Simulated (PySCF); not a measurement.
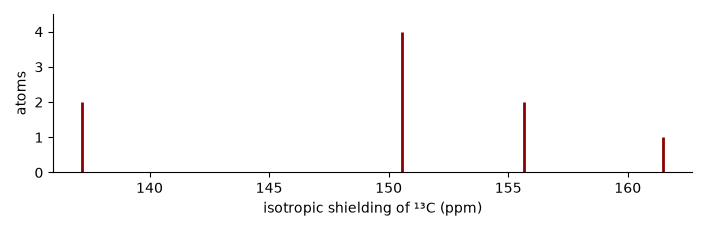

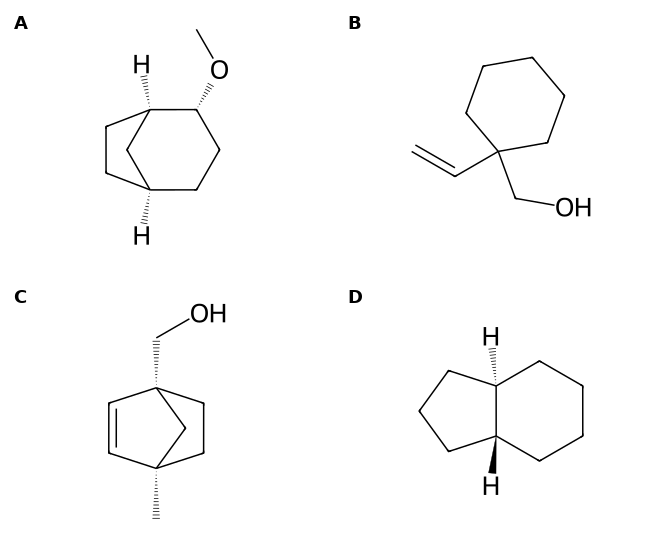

The sticks are computed shieldings of one of the molecules, for one fixed geometry (PBE0-D3(BJ)/def2-SVP) without averaging over rotations. Low shielding means a high chemical shift. Method: GIAO PBE0/pcSseg-1 NMR shielding, non-relativistic, gas phase (PySCF 2.14.0).

> Which molecule gives this pattern?

D, `C1CC[C@@H]2CCC[C@H]2C1`. Its 9 C atoms give lines at 137.2 (2 atoms), 150.6 (4 atoms), 155.7 (2 atoms), 161.5 ppm.
